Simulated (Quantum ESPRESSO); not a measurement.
## MnIr: spin spirals in supercells

This program has no spiral boundary conditions, so spirals of MnIr are built in supercells. What do they cost, in energy and in time?

Program: Quantum ESPRESSO 7.5. Level of theory: LDA; plane waves with GBRV 1.5 LDA potentials, no spin-orbit coupling, flat spiral in a supercell. Results are calculated unless marked as measured.

## (1) The starting structure

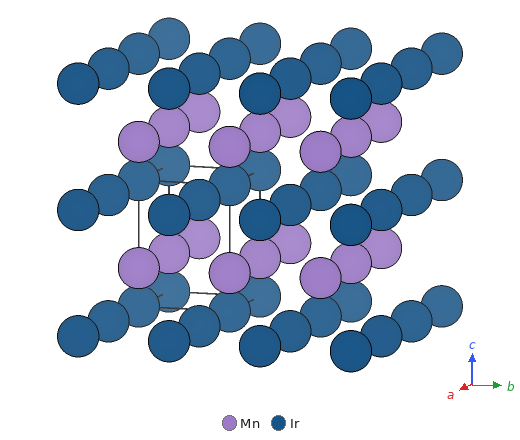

Start, viewed slightly off an axis; manganese light purple, iridium blue. 3×3×2 cells are drawn. Some periodic images of atoms are drawn too.

The cell comes from the Crystallography Open Database.

## (2) Parallel moments, one cell

Input file pw.in:

```
&CONTROL
  calculation = 'scf'
  prefix = 'pwscf'
  outdir = './tmp'
  pseudo_dir = './pseudo'
  disk_io = 'nowf'
/
&SYSTEM
  ibrav = 0
  nat = 2
  ntyp = 2
  ecutwfc = 34
  ecutrho = 238
  nbnd = 44
  occupations = 'smearing'
  smearing = 'fd'
  degauss = 0.00999582
  noncolin = .true.
  starting_magnetization(1) = 0.2333
  angle1(1) = 90
  angle2(1) = 0
  starting_magnetization(2) = 0
/
&ELECTRONS
  conv_thr = 2d-08
  electron_maxstep = 150
  mixing_beta = 0.3
/
ATOMIC_SPECIES
Mn     54.9380 mn_lda_v1.5.uspp.F.UPF
Ir    192.2170 ir_lda_v1.2.uspp.F.UPF
CELL_PARAMETERS angstrom
   2.7258966415    0.0000000000    0.0000000000
   0.0000000000    2.7258966415    0.0000000000
   0.0000000000    0.0000000000    3.6430000000
ATOMIC_POSITIONS crystal
Mn      0.5000000000    0.5000000000    0.5000000000
Ir      0.0000000000    0.0000000000    0.0000000000
K_POINTS automatic
12 6 6 0 0 0
```

Run with:

```
> OMP_NUM_THREADS=1 mpirun -n 4 pw.x -nk 4 -in pw.in > pw.out
```

Log:

```text
Program PWSCF v.7.5 starts

     Message from routine setup:
     using ibrav=0 with symmetry is DISCOURAGED, use correct ibrav instead

     K-points division:     npool     =       4
     Subspace diagonalization in iterative solution of the eigenvalue problem:

     G-vector sticks info
     --------------------
     sticks:   dense  smooth     PW     G-vecs:    dense   smooth      PW
     Sum         497     293     97                11305     4909     991

     Using Slab Decomposition

     bravais-lattice index     =            0
     lattice parameter (alat)  =       5.1512  a.u.
     unit-cell volume          =     182.6731 (a.u.)^3
     number of atoms/cell      =            2
     number of atomic types    =            2
     number of electrons       =        30.00
     number of Kohn-Sham states=           44
     kinetic-energy cutoff     =      34.0000  Ry
     charge density cutoff     =     238.0000  Ry
     scf convergence threshold =      2.0E-08
     mixing beta               =       0.3000
     number of iterations used =            8  plain     mixing
     Exchange-correlation= SLA  PZ   NOGX NOGC
                           (   1   1   0   0   0   0   0)
     Noncollinear calculation without spin-orbit

     celldm(1)=   5.151198  celldm(2)=   0.000000  celldm(3)=   0.000000
     celldm(4)=   0.000000  celldm(5)=   0.000000  celldm(6)=   0.000000

     crystal axes: (cart. coord. in units of alat)
               a(1) = (   1.000000   0.000000   0.000000 )
               a(2) = (   0.000000   1.000000   0.000000 )
               a(3) = (   0.000000   0.000000   1.336441 )

     reciprocal axes: (cart. coord. in units 2 pi/alat)
               b(1) = (  1.000000  0.000000  0.000000 )
               b(2) = (  0.000000  1.000000  0.000000 )
               b(3) = (  0.000000  0.000000  0.748256 )

     PseudoPot. # 1 for Mn read from file:
     mn_lda_v1.5.uspp.F.UPF
     Pseudo is Ultrasoft + core correction, Zval = 15.0
     Generated by new atomic code, or converted to UPF format
     Using radial grid of  859 points,  6 beta functions with:
                l(1) =   0
                l(2) =   0
                l(3) =   1
                l(4) =   1
                l(5) =   2
                l(6) =   2
     Q(r) pseudized with  8 coefficients,  rinner =    0.950   0.950   0.950
                                                       0.950   0.950

     PseudoPot. # 2 for Ir read from file:
     ir_lda_v1.2.uspp.F.UPF
     Pseudo is Ultrasoft + core correction, Zval = 15.0
     Generated by new atomic code, or converted to UPF format
     Using radial grid of  983 points,  7 beta functions with:
                l(1) =   0
                l(2) =   0
                l(3) =   1
                l(4) =   1
                l(5) =   1
                l(6) =   2
                l(7) =   2
     Q(r) pseudized with  8 coefficients,  rinner =    1.400   1.400   1.400
                                                       1.400   1.400

     atomic species   valence    mass     pseudopotential
     Mn               15.00    54.93800     Mn( 1.00)
     Ir               15.00   192.21700     Ir( 1.00)

      8 Sym. Ops., with inversion, found

   Cartesian axes

     site n.     atom                  positions (alat units)
         1        Mn     tau(   1) = (   0.5000000   0.5000000   0.6682205  )
         2        Ir     tau(   2) = (   0.0000000   0.0000000   0.0000000  )

     number of k points=   160  Fermi-Dirac smearing, width (Ry)=  0.0100

     Number of k-points >= 100: set verbosity='high' to print them.

     Dense  grid:    11305 G-vectors     FFT dimensions: (  25,  25,  36)

     Smooth grid:     4909 G-vectors     FFT dimensions: (  20,  20,  25)

     Check: negative core charge=   -0.000023
     Generating pointlists ...
     new r_m :   0.4013 (alat units)  2.0673 (a.u.) for type    1
     new r_m :   0.4013 (alat units)  2.0673 (a.u.) for type    2

     Initial potential from superposition of free atoms

     starting charge      28.9999, renormalised to      30.0000

     negative rho (up, down):  3.574E-01 0.000E+00

 ==============================================================================
     atom number    1 relative position :    0.5000   0.5000   0.6682
     charge :    13.850726  (integrated on a sphere of radius 0.401)
     magnetization :          3.169584    0.000000    0.000000
     magnetization/charge:    0.228839    0.000000    0.000000
     polar coord.: r, theta, phi [deg] :     3.169584   90.000000    0.000000

 ==============================================================================

 ==============================================================================
     atom number    2 relative position :    0.0000   0.0000   0.0000
     charge :    13.308740  (integrated on a sphere of radius 0.401)
     magnetization :          0.064607    0.000000    0.000000
     magnetization/charge:    0.004855    0.000000    0.000000
     polar coord.: r, theta, phi [deg] :     0.064607   90.000000    0.000000

 ==============================================================================
     Starting wfcs are   50 randomized atomic wfcs

     Self-consistent Calculation

     iteration #  1     ecut=    34.00 Ry     beta= 0.30
     Davidson diagonalization with overlap
     ethr =  1.00E-02,  avg # of iterations =  3.1

     negative rho (up, down):  3.230E-01 0.000E+00

     total energy              =    -392.90378489 Ry
     estimated scf accuracy    <       1.98116985 Ry

     total magnetization       =     1.76     0.00     0.00 Bohr mag/cell
     absolute magnetization    =     2.11 Bohr mag/cell

     iteration #  2     ecut=    34.00 Ry     beta= 0.30
     Davidson diagonalization with overlap
     ethr =  6.60E-03,  avg # of iterations =  2.0

     negative rho (up, down):  3.097E-01 0.000E+00

     total energy              =    -393.01162440 Ry
     estimated scf accuracy    <       0.21751297 Ry

     total magnetization       =     2.30    -0.00    -0.00 Bohr mag/cell
     absolute magnetization    =     2.53 Bohr mag/cell

     iteration #  3     ecut=    34.00 Ry     beta= 0.30
     Davidson diagonalization with overlap
     ethr =  7.25E-04,  avg # of iterations =  2.5

     negative rho (up, down):  3.052E-01 0.000E+00

     total energy              =    -392.99107069 Ry
     estimated scf accuracy    <       1.27919970 Ry

     total magnetization       =     1.97    -0.00    -0.00 Bohr mag/cell
     absolute magnetization    =     2.32 Bohr mag/cell

     [... further iterations left out ...]

     iteration # 14     ecut=    34.00 Ry     beta= 0.30
     Davidson diagonalization with overlap
     ethr =  3.90E-08,  avg # of iterations =  2.1

     negative rho (up, down):  2.957E-01 0.000E+00

     total energy              =    -393.07862902 Ry
     estimated scf accuracy    <       0.00000204 Ry

     total magnetization       =     1.36     0.00    -0.00 Bohr mag/cell
     absolute magnetization    =     1.59 Bohr mag/cell

     iteration # 15     ecut=    34.00 Ry     beta= 0.30
     Davidson diagonalization with overlap
     ethr =  6.81E-09,  avg # of iterations =  2.2

     negative rho (up, down):  2.957E-01 0.000E+00

     total energy              =    -393.07863000 Ry
     estimated scf accuracy    <       0.00000060 Ry

     total magnetization       =     1.37    -0.00     0.00 Bohr mag/cell
     absolute magnetization    =     1.59 Bohr mag/cell

     iteration # 16     ecut=    34.00 Ry     beta= 0.30
     Davidson diagonalization with overlap
     ethr =  2.01E-09,  avg # of iterations =  2.4

     negative rho (up, down):  2.957E-01 0.000E+00

     total energy              =    -393.07863021 Ry
     estimated scf accuracy    <       0.00000002 Ry

     total magnetization       =     1.37     0.00     0.00 Bohr mag/cell
     absolute magnetization    =     1.60 Bohr mag/cell

     iteration # 17     ecut=    34.00 Ry     beta= 0.30
     Davidson diagonalization with overlap
     ethr =  7.89E-11,  avg # of iterations =  3.5

     negative rho (up, down):  2.957E-01 0.000E+00

 ==============================================================================
     atom number    1 relative position :    0.5000   0.5000   0.6682
     charge :    13.670686  (integrated on a sphere of radius 0.401)
     magnetization :          1.426773    0.000000   -0.000000
     magnetization/charge:    0.104367    0.000000   -0.000000
     polar coord.: r, theta, phi [deg] :     1.426773   90.000000    0.000000

 ==============================================================================

 ==============================================================================
     atom number    2 relative position :    0.0000   0.0000   0.0000
     charge :    12.568124  (integrated on a sphere of radius 0.401)
     magnetization :         -0.077254    0.000000   -0.000000
     magnetization/charge:   -0.006147    0.000000   -0.000000
     polar coord.: r, theta, phi [deg] :     0.077254   90.000000  180.000000

 ==============================================================================

     End of self-consistent calculation

     Number of k-points >= 100: set verbosity='high' to print the bands.

     the Fermi energy is    20.2432 ev

!    total energy              =    -393.07863045 Ry
     estimated scf accuracy    <       0.00000001 Ry
     smearing contrib. (-TS)   =      -0.01261368 Ry
     internal energy E=F+TS    =    -393.06601677 Ry

     The total energy is F=E-TS. E is the sum of the following terms:
     one-electron contribution =     -99.21524117 Ry
     hartree contribution      =      71.09306247 Ry
     xc contribution           =     -76.34848884 Ry
     ewald contribution        =    -288.59534924 Ry

     total magnetization       =     1.37     0.00    -0.00 Bohr mag/cell
     absolute magnetization    =     1.59 Bohr mag/cell

     convergence has been achieved in  17 iterations

=------------------------------------------------------------------------------=
   JOB DONE.
=------------------------------------------------------------------------------=
```

Wall time 41 s (4 MPI ranks of Arm Neoverse V2, shared host); peak memory 0.41 GiB.

Spin moment in the atom's sphere by atom:

```csv
atom,x (μB),y (μB),z (μB),size
Mn1,1.43,0.00,0.00,1.43
Ir2,-0.08,0.00,0.00,0.08
```

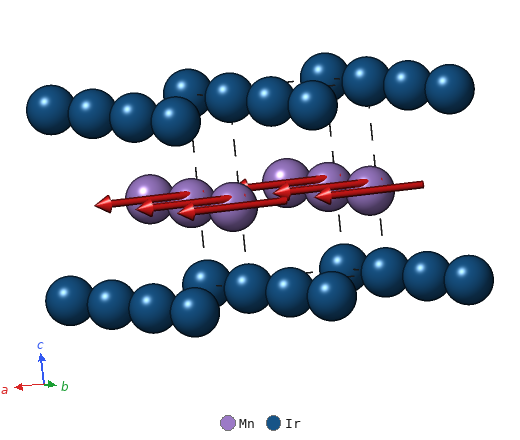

Spin moment in the atom's sphere as arrows, the longest 1.43 μB. 2×3×1 cells are drawn. Some periodic images of atoms are drawn too.

Read from the output:

```
smearing term TS       : 0.1716 eV
magnetization          : 1.365, 0, 0 μB
absolute magnetization : 1.592 μB
final state            : ferromagnetic
```

## (3) One turn in 2 cells along the input cell's a

Neighbouring cells are turned by 180° in the xy plane; the cell holds 4 atoms.

Input file pw.in:

```
&CONTROL
  calculation = 'scf'
  prefix = 'pwscf'
  outdir = './tmp'
  pseudo_dir = './pseudo'
  disk_io = 'nowf'
/
&SYSTEM
  ibrav = 0
  nat = 4
  ntyp = 4
  ecutwfc = 34
  ecutrho = 238
  nbnd = 78
  occupations = 'smearing'
  smearing = 'fd'
  degauss = 0.00999582
  noncolin = .true.
  starting_magnetization(1) = 0.2333
  angle1(1) = 90
  angle2(1) = 90
  starting_magnetization(2) = 0.2333
  angle1(2) = 90
  angle2(2) = -90
  starting_magnetization(3) = 0
  starting_magnetization(4) = 0
/
&ELECTRONS
  conv_thr = 4d-08
  electron_maxstep = 150
  mixing_beta = 0.3
/
ATOMIC_SPECIES
Mn1    54.9380 mn_lda_v1.5.uspp.F.UPF
Mn2    54.9380 mn_lda_v1.5.uspp.F.UPF
Ir1   192.2170 ir_lda_v1.2.uspp.F.UPF
Ir2   192.2170 ir_lda_v1.2.uspp.F.UPF
CELL_PARAMETERS angstrom
   5.4517932830    0.0000000000    0.0000000000
   0.0000000000    2.7258966415    0.0000000000
   0.0000000000    0.0000000000    3.6430000000
ATOMIC_POSITIONS crystal
Mn1     0.2500000000    0.5000000000    0.5000000000
Mn2     0.7500000000    0.5000000000    0.5000000000
Ir1     0.0000000000    0.0000000000    0.0000000000
Ir2     0.5000000000    0.0000000000    0.0000000000
K_POINTS automatic
6 6 6 0 0 0
```

Log:

```text
     [... lines left out ...]
Program PWSCF v.7.5 starts
     [... lines left out ...]
     number of atoms/cell      =            4
     [... lines left out ...]
     number of electrons       =        60.00
     number of Kohn-Sham states=           78
     kinetic-energy cutoff     =      34.0000  Ry
     charge density cutoff     =     238.0000  Ry
     scf convergence threshold =      4.0E-08
     [... lines left out ...]
     Noncollinear calculation without spin-orbit
     [... lines left out ...]
      4 Sym. Ops. (no inversion) found
     [... lines left out ...]
     number of k points=    96  Fermi-Dirac smearing, width (Ry)=  0.0100
     [... lines left out ...]
     iteration # 17     ecut=    34.00 Ry     beta= 0.30
     [... lines left out ...]
     atom number    1 relative position :    0.2500   0.2500   0.3341
     [... lines left out ...]
     magnetization :          0.000000    2.251274   -0.000000
     [... lines left out ...]
     atom number    2 relative position :    0.7500   0.2500   0.3341
     [... lines left out ...]
     magnetization :         -0.000000   -2.251329   -0.000000
     [... lines left out ...]
     atom number    3 relative position :    0.0000   0.0000   0.0000
     [... lines left out ...]
     magnetization :         -0.000000    0.000009   -0.000000
     [... lines left out ...]
     atom number    4 relative position :    0.5000   0.0000   0.0000
     [... lines left out ...]
     magnetization :          0.000000    0.000009    0.000000
     [... lines left out ...]
     the Fermi energy is    20.2589 ev
!    total energy              =    -786.16766131 Ry
     estimated scf accuracy    <       0.00000002 Ry
     smearing contrib. (-TS)   =      -0.02324859 Ry
     [... lines left out ...]
     total magnetization       =    -0.00    -0.00    -0.00 Bohr mag/cell
     absolute magnetization    =     4.81 Bohr mag/cell
     convergence has been achieved in  17 iterations
```

The job ended after 1.9 min (4 MPI ranks; peak memory 0.68 GiB; 7.4 min of CPU time).

Spin moment in the atom's sphere by atom:

```csv
atom,x (μB),y (μB),z (μB),size
Mn1,0.00,2.25,0.00,2.25
Mn2,0.00,-2.25,0.00,2.25
Ir3,0.00,0.00,0.00,0.00
Ir4,0.00,0.00,0.00,0.00
```

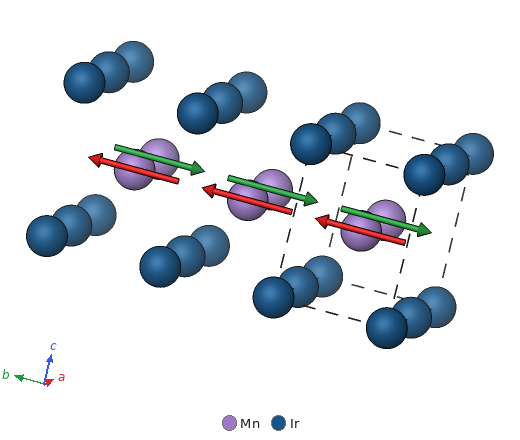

Spin moment in the atom's sphere as arrows, the longest 2.25 μB. The two directions have two colours. 1×3×1 cells are drawn. Some periodic images of atoms are drawn too.

Numbers from this step:

- smearing term TS: 0.3163 eV
- magnetization: 0, 0, 0 μB
- absolute magnetization: 4.814 μB
- final state: antiferromagnetic

## (4) One turn in 3 cells along the input cell's a

Neighbouring cells are turned by 120° in the xy plane; the cell holds 6 atoms.

Input file pw.in:

```
&CONTROL
  calculation = 'scf'
  prefix = 'pwscf'
  outdir = './tmp'
  pseudo_dir = './pseudo'
  disk_io = 'nowf'
/
&SYSTEM
  ibrav = 0
  nat = 6
  ntyp = 6
  ecutwfc = 34
  ecutrho = 238
  nbnd = 114
  occupations = 'smearing'
  smearing = 'fd'
  degauss = 0.00999582
  noncolin = .true.
  starting_magnetization(1) = 0.2333
  angle1(1) = 90
  angle2(1) = 60
  starting_magnetization(2) = 0.2333
  angle1(2) = 90
  angle2(2) = 180
  starting_magnetization(3) = 0.2333
  angle1(3) = 90
  angle2(3) = -60
  starting_magnetization(4) = 0
  starting_magnetization(5) = 0
  starting_magnetization(6) = 0
/
&ELECTRONS
  conv_thr = 6d-08
  electron_maxstep = 150
  mixing_beta = 0.3
/
ATOMIC_SPECIES
Mn1    54.9380 mn_lda_v1.5.uspp.F.UPF
Mn2    54.9380 mn_lda_v1.5.uspp.F.UPF
Mn3    54.9380 mn_lda_v1.5.uspp.F.UPF
Ir1   192.2170 ir_lda_v1.2.uspp.F.UPF
Ir2   192.2170 ir_lda_v1.2.uspp.F.UPF
Ir3   192.2170 ir_lda_v1.2.uspp.F.UPF
CELL_PARAMETERS angstrom
   8.1776899245    0.0000000000    0.0000000000
   0.0000000000    2.7258966415    0.0000000000
   0.0000000000    0.0000000000    3.6430000000
ATOMIC_POSITIONS crystal
Mn1     0.1666666667    0.5000000000    0.5000000000
Mn2     0.5000000000    0.5000000000    0.5000000000
Mn3     0.8333333333    0.5000000000    0.5000000000
Ir1     0.0000000000    0.0000000000    0.0000000000
Ir2     0.3333333333    0.0000000000    0.0000000000
Ir3     0.6666666667    0.0000000000    0.0000000000
K_POINTS automatic
4 6 6 0 0 0
```

Log:

```text
     [... lines left out ...]
Program PWSCF v.7.5 starts
     [... lines left out ...]
     number of atoms/cell      =            6
     [... lines left out ...]
     number of electrons       =        90.00
     number of Kohn-Sham states=          114
     kinetic-energy cutoff     =      34.0000  Ry
     charge density cutoff     =     238.0000  Ry
     scf convergence threshold =      6.0E-08
     [... lines left out ...]
     Noncollinear calculation without spin-orbit
     [... lines left out ...]
      2 Sym. Ops. (no inversion) found
     [... lines left out ...]
     number of k points=    84  Fermi-Dirac smearing, width (Ry)=  0.0100
     [... lines left out ...]
     iteration # 21     ecut=    34.00 Ry     beta= 0.30
     [... lines left out ...]
     atom number    1 relative position :    0.1667   0.1667   0.2227
     [... lines left out ...]
     magnetization :          1.130301    1.957567   -0.000000
     [... lines left out ...]
     atom number    2 relative position :    0.5000   0.1667   0.2227
     [... lines left out ...]
     magnetization :         -2.260547   -0.000093    0.000000
     [... lines left out ...]
     atom number    3 relative position :    0.8333   0.1667   0.2227
     [... lines left out ...]
     magnetization :          1.130412   -1.957913   -0.000000
     [... lines left out ...]
     atom number    4 relative position :    0.0000   0.0000   0.0000
     [... lines left out ...]
     magnetization :         -0.021746    0.000002   -0.000000
     [... lines left out ...]
     atom number    5 relative position :    0.3333   0.0000   0.0000
     [... lines left out ...]
     magnetization :          0.010873   -0.018829    0.000000
     [... lines left out ...]
     atom number    6 relative position :    0.6667   0.0000   0.0000
     [... lines left out ...]
     magnetization :          0.010874    0.018832    0.000000
     [... lines left out ...]
     the Fermi energy is    20.2640 ev
!    total energy              =   -1179.24716407 Ry
     estimated scf accuracy    <       0.00000005 Ry
     smearing contrib. (-TS)   =      -0.03596949 Ry
     [... lines left out ...]
     total magnetization       =     0.00    -0.00     0.00 Bohr mag/cell
     absolute magnetization    =     7.39 Bohr mag/cell
     convergence has been achieved in  21 iterations
```

It took 5 min on 4 MPI ranks; peak memory 1.1 GiB; 20 min of CPU time.

Spin moment in the atom's sphere by atom:

```csv
atom,x (μB),y (μB),z (μB),size
Mn1,1.13,1.96,0.00,2.26
Mn2,-2.26,0.00,0.00,2.26
Mn3,1.13,-1.96,0.00,2.26
Ir4,-0.02,0.00,0.00,0.02
Ir5,0.01,-0.02,0.00,0.02
Ir6,0.01,0.02,0.00,0.02
```

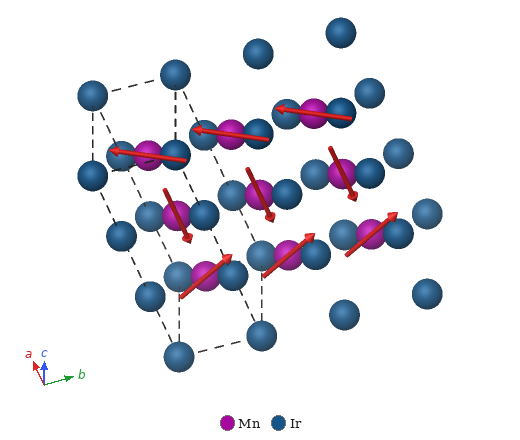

Spin moment in the atom's sphere as arrows, the longest 2.26 μB. 1×3×1 cells are drawn. Some periodic images of atoms are drawn too.

Read from the output:

| Property | Result |
| --- | --- |
| smearing term TS | 0.4894 eV |
| magnetization | 0, 0, 0 μB |
| absolute magnetization | 7.385 μB |
| final state | non-collinear |

(Part 1 of 2 ends here.)

[Logs and program files are shortened in this print: banners, set-up blocks, solver, clock and traceback lines can be left out without a mark of their own.]

[Logs are printed without paths, hosts, clocks, repeated set-up lines and the standing remarks that a program may print on its own settings, such as how far it seeks lower states.]

[Hosts, paths, dates, database ids (printed as entryN), source tags and the programs' standing remarks are cut or masked in the printed files.]

[Where a cell is said to come from a database of computed structures, the database is the Materials Project.]
